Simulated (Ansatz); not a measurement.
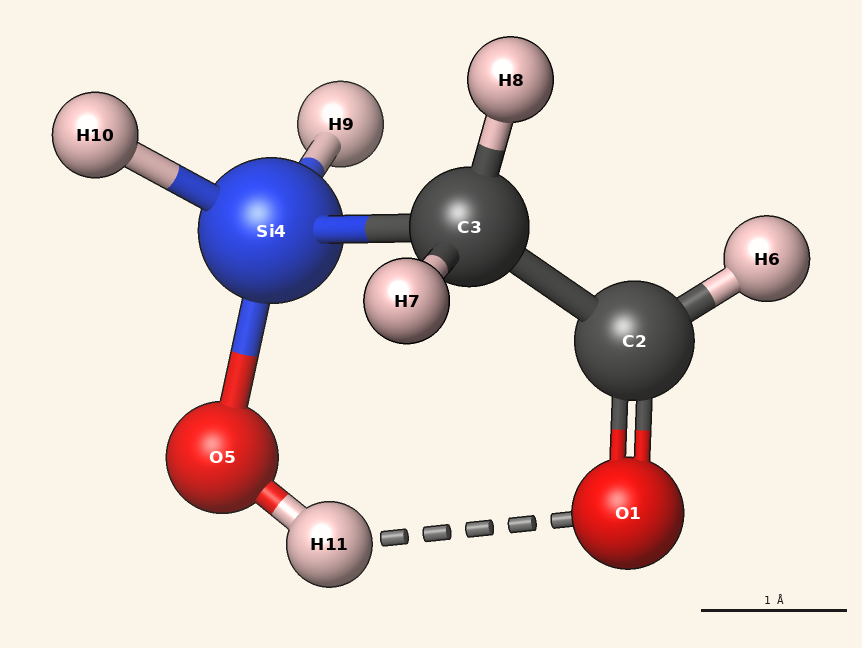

Broken lines mark hydrogen bonds. The geometry was computed by an optimisation with PBE0-D4/def2-TZVP. No frequency run is at hand to confirm it as a minimum.

Tabulate the hydrogen bonds (donors O, N, F, S, Cl) with their geometry.

```csv
D–H···A,D–H (Å),H···A (Å),angle (°),kind
O5–H11···O1,0.97,2.21,135,intramolecular
```
